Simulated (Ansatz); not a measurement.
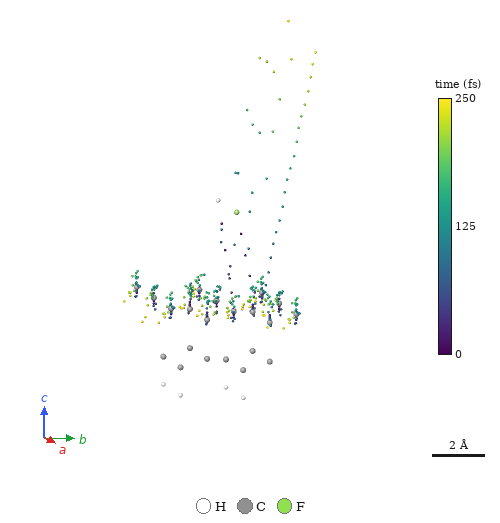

First-principles dynamics of HF on C(111), underside capped with H (22 atoms in the cell), 250 fs long. Dots mark each atom's position at evenly spaced times, coloured by time; spheres stand at the starting positions. Fixed atoms have no trace. Seen slightly off an axis in the simulation cell, with the vacuum cut short.

Level of theory: DFT PBE-D3(BJ), scalar-relativistic, plane waves, PAW in Ansatz. Run with plane-wave cutoff 420 eV; k-point mesh 2 × 2 × 1; Fermi-Dirac smearing 0.05 eV; low-accuracy preset; 12 atoms held fixed; constant energy (NVE); time step 0.5 fs; at the start 2 atoms move with typed velocities and the others are at rest.

> How do the atoms move?

In the second half of the run the atoms are, in the root-mean-square, this far from where they began (common drift taken out): F 10.39 Å, H 6.77 Å, C 1.17 Å. That is a large part of the typical shortest distance between atoms in the first frame, about 1.5 Å and still growing: the atoms leave their places as in a liquid. Bond changes: one C–F bond forms at about 36 fs; one C–H contact opens and closes in turn; one F–H bond breaks at about 38 fs; one C–F bond breaks at about 58 fs; one F–H bond forms at about 62 fs. The mean temperature in the second half is 6840 K (standard deviation 424 K). The potential energy in the second half lies on average 52.4 meV per atom above the first frame. The total energy stays between −2.3 and 2.4 meV per atom of its start. A straight-line fit has a slope that amounts to −0.025 meV per atom over 250 fs (under 0.1 % of the mean kinetic energy), its mean offset in the second half is under 0.1 %, and the ripple about the line is 0.7 % of the kinetic energy's fluctuation. With a drift under 2 % and a ripple under 7 %, the integration is accurate.

Limits of the set-up: the program's low-accuracy preset was used; the periodic images lie only 5.0 Å apart, so the values are limited by the cell's size.

PAW datasets: the set soft_1.
